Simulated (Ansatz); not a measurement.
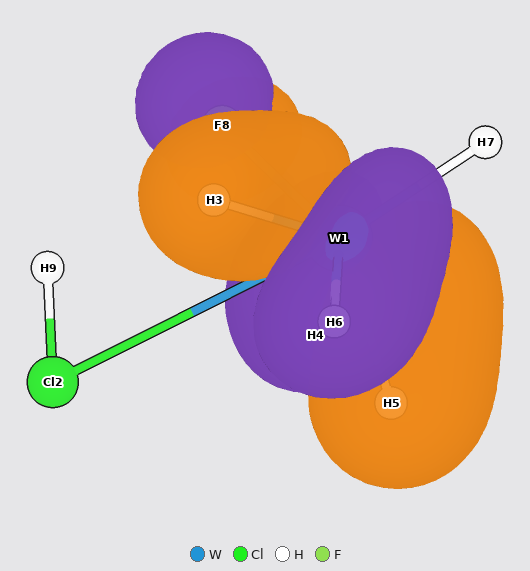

The picture shows: ClFH₆W. The HOMO at ±0.1 Å⁻³ᐟ² (orange and purple are the two phases), seen at a tilt.

Core potentials replace the inner electrons of W.

Method: RKS B3LYP-D4/def2-SVP in Ansatz.

| atom | x (Å) | y (Å) | z (Å) |
| --- | --- | --- | --- |
| W | 0.2103 | 0.2210 | -0.3831 |
| Cl | 0.2677 | 0.2921 | 2.7945 |
| H | 1.3229 | -0.7243 | 0.4187 |
| H | -0.7481 | 1.3307 | 0.4074 |
| H | -1.4094 | -0.1999 | -0.0843 |
| H | -0.1861 | -1.4097 | -0.1113 |
| H | 0.3514 | 0.3554 | -2.0944 |
| F | 1.5103 | 1.5258 | 0.2240 |
| H | 1.1353 | 1.1658 | 2.3824 |

> Describe this orbital and give its energy.

Its weight (Hirshfeld) is mainly on W1 (about 50 %), F8 (about 15 %), H5 (about 10 %), H6 (about 10 %), H3 (about 5 %) and H4 (about 5 %). Its energy is −7.62 eV.
